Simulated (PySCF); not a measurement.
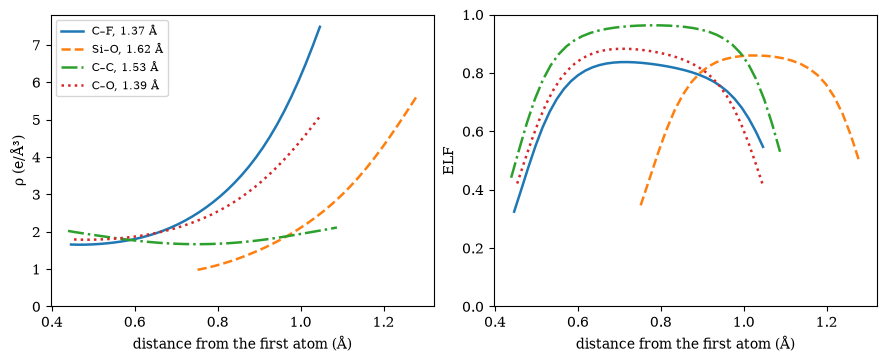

C$_{3}$H$_{9}$FOSi. Total electron density and ELF along straight lines between neighbouring atoms. The curves leave out the atomic cores.

Geometry: GFN2-xTB, NEB image 0 of 0 to 8.

Theory: PBE0/pcSseg-1, SCF density, gas phase, non-relativistic (PySCF).

```csv
atom,x (Å),y (Å),z (Å)
C,-1.1809,-1.5219,0.1392
C,-0.3654,-0.2730,-0.1847
C,-1.1330,0.9862,0.2206
F,-0.6091,2.0898,-0.4047
O,0.8516,-0.3494,0.4926
Si,2.2080,0.5256,0.3104
H,-1.4210,-1.5412,1.1993
H,-2.1002,-1.5418,-0.4393
H,-0.5931,-2.4044,-0.0976
H,-0.1792,-0.2192,-1.2674
H,-1.0467,1.1564,1.2975
H,-2.1830,0.9218,-0.0784
H,2.0276,1.9320,0.6685
H,3.0416,-0.2018,1.2553
H,2.6785,0.4490,-1.0756
```

> What can be read from the curves?

C–F (1.37 Å): ρ is about 2.1 e/Å³ halfway, with its minimum of 1.7 e/Å³ about 0.5 Å from C; the ELF peaks at about 0.85 between the atoms, as expected for a shared but strongly polarised pair.
Si–O (1.62 Å): ρ is about 1.1 e/Å³ halfway; the ELF peaks at about 0.85 between the atoms (a short, strongly polar bond).
C–C (1.53 Å): the density is about 1.7 e/Å³ at the midpoint; the ELF peaks at about 0.95 between the atoms; a shared electron pair.
C–O (1.39 Å): ρ at the midpoint is about 2.1 e/Å³, with its minimum of 1.8 e/Å³ about 0.5 Å from C; the ELF peaks at about 0.90 between the atoms (a shared but strongly polarised pair).
